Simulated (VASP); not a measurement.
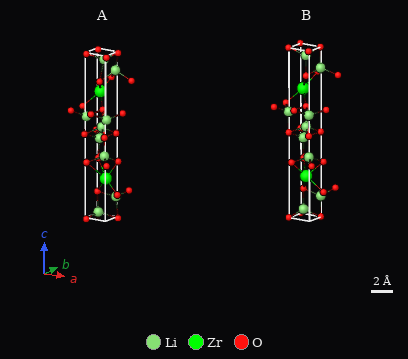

Two geometries of a crystal of Li4ZrO3 (a generated structure, set up in P1), drawn at one scale. One is the start of a relaxation, the other its converged end. The picture is a ball-and-stick view of the cell of the calculation, seen slightly off an axis.

Level of theory: Kohn-Sham DFT of a periodic cell, PBE, VASP PAW PBE potentials, recommended in VASP 6.6.1. Set-up: plane-wave cutoff 520 eV; k-point mesh 6 × 6 × 1; occupations gaussian; smearing width 0.05 eV; no spin polarisation.

Which one is relaxed?

Structure B is the relaxed one. The run lets cell and atoms move. The largest move relative to the cell is that of a Zr atom, 0.45 Å in a general direction near [−2 −3 0]. Largest moves by element: Zr 0.45 Å, O 0.40 Å, Li 0.32 Å. The volume changes by +2.1 %, with a 3.191 → 3.171 Å (−0.6 %), b 3.216 → 3.175 Å (−1.3 %), c 16.330 → 16.806 Å (+2.9 %), β 89.8° → 90.0°, γ 121.1° → 120.0°. Near-neighbour distances that change, for instance: O–Zr 1.824 → 2.375 Å, O–Zr 2.906 → 2.363 Å, Li–Zr 2.301 → 2.801 Å, Li–Zr 3.305 → 2.808 Å. Bond angles that change, for instance: O–Li–O 129.6° → 109.1°, O–Li–O 129.2° → 109.0°, O–Li–O 127.4° → 108.7°. The space group stays P1 (No. 1). The energy falls by 5.433 eV per cell of the calculation in 31 geometry steps. Largest force component: 6.3 eV/Å at the start, 0.018 eV/Å at the end. The pressure goes from 15.39 to −0.03 GPa. It ran on 1 thread of Intel(R) Xeon(R) 6975P-C (Granite Rapids), on a shared host.
